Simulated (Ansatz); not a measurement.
## How far to go with the plane-wave cutoff: ZnCu2SnS4 (C2, 8 atoms in the cell)

```yaml
crystal:
  lattice:
    - [-2.69162, 2.69162, 5.38415]
    - [2.69162, -2.69162, 5.38415]
    - [2.69162, 2.69162, -5.38415]
  atoms:
    - { symbol: Zn, position: [0.75464, 0.25464, 0.50000] }
    - { symbol: Cu, position: [0.00000, 0.00000, 0.00000] }
    - { symbol: Cu, position: [0.25000, 0.75000, 0.50000] }
    - { symbol: Sn, position: [0.50000, 0.50000, 0.00000] }
    - { symbol: S, position: [0.36432, 0.37124, 0.47758] }
    - { symbol: S, position: [0.62876, 0.10634, 0.99308] }
    - { symbol: S, position: [0.89366, 0.88674, 0.52242] }
    - { symbol: S, position: [0.11326, 0.63568, 0.00692] }
```

Method: LDA (PW92), default PAW files made with PBE (plane waves; Ansatz, a program for electronic structure).

Base settings: basis.ecutwfc = 420 eV; kpoints.mp_grid.grid = 3 3 3; hamiltonian.xc = lda; hamiltonian.pseudopotentials = {kind: paw} (the program's default PAW files); scf.occupations.method = gaussian; scf.occupations.width = 0.2 eV.

The second cell is the first with its lattice scaled by 0.98.

The mesh stays at the base's, so the ladder's end is converged at best in this setting alone.

The first pressure column holds Ansatz's estimate of the finite-basis (Pulay) stress, which hides part of the cutoff error; the other is without it.

Only quantities that move along the ladder and can be compared are tabulated.

The count of work is k-points × plane waves × bands × iterations; it is no time. 

The starting cell comes from a database of computed structures (which also holds hypothetical and non-ambient phases and stackings), without a prior relaxation at this level. Its lattice was rescaled by up to half a per cent. One atom was moved a little off its site on purpose. Spin polarisation is off. A gap is left out here, as mesh or smearing make it unsure.

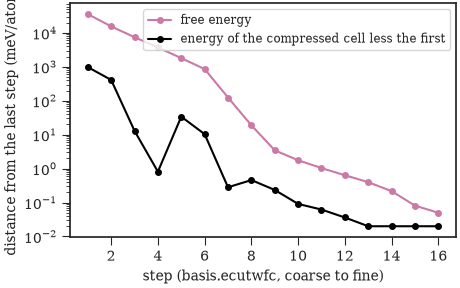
Figure. Distance from the last step along the ladder; very small values are drawn at a floor.

```csv
basis.ecutwfc,free energy less the last step's (meV/atom),energy of the compressed cell less the first (meV/atom),pressure (GPa),pressure without the Pulay estimate (GPa),largest difference of a force vector from the last step's (eV/Å),count of work / last
145 eV,35941.56,981.56,-21.40,-1024.82,1.171,0.056
170 eV,15525.35,-412.43,10.49,-507.71,0.543,0.068
190 eV,7481.58,12.03,-2.77,-275.32,0.306,0.082
210 eV,3738.56,-0.12,-3.24,-154.68,0.244,0.094
230 eV,1802.52,32.99,-2.38,-85.56,0.169,0.12
250 eV,859.90,9.43,-1.85,-47.68,0.120,0.12
295 eV,124.45,-0.65,-2.33,-11.59,0.038,0.16
335 eV,18.88,-0.48,-2.53,-4.18,0.005,0.19
380 eV,3.46,-0.70,-2.59,-2.76,0.003,0.23
420 eV,1.76,-0.85,-2.61,-2.66,0.002,0.26
460 eV,1.04,-0.87,-2.62,-2.65,0.000,0.31
505 eV,0.64,-0.90,-2.62,-2.64,0.000,0.36
565 eV,0.40,-0.92,-2.62,-2.63,0.000,0.42
630 eV,0.22,-0.93,-2.62,-2.63,0.000,0.50
735 eV,0.08,-0.93,-2.62,-2.63,0.000,0.63
840 eV,0.05,-0.94,-2.62,-2.63,0.000,0.77
1010 eV,0.00,-0.94,-2.62,-2.63,0.000,1.0
```

Coarsest basis.ecutwfc that holds the free energy within 5 meV/atom of the last step, with all finer ones: 380 eV, at 0.23 of the last step's count of work; the step before is off by 19 meV/atom.

Coarsest basis.ecutwfc that holds the energy of the compressed cell less the first within 1 meV/atom of the last step, with all finer ones: 295 eV, at 0.16 of the last step's count of work; the step before is off by 10 meV/atom.

Coarsest basis.ecutwfc that holds the forces within 0.02 eV/Å of the last step, with all finer ones: 335 eV, at 0.19 of the last step's count of work; the step before is off by 0.038 eV/Å.

The energy difference between the two cells stays within 1 meV/atom of the last step's from 295 eV on, the total only from 505 eV on: much of the error is common to both cells and cancels.

At the lowest cutoff the pressure without the Pulay estimate lies 1020 GPa under the last step's, the usual sign of Pulay stress in an incomplete plane-wave basis.

Keys are those of Ansatz 0.2.
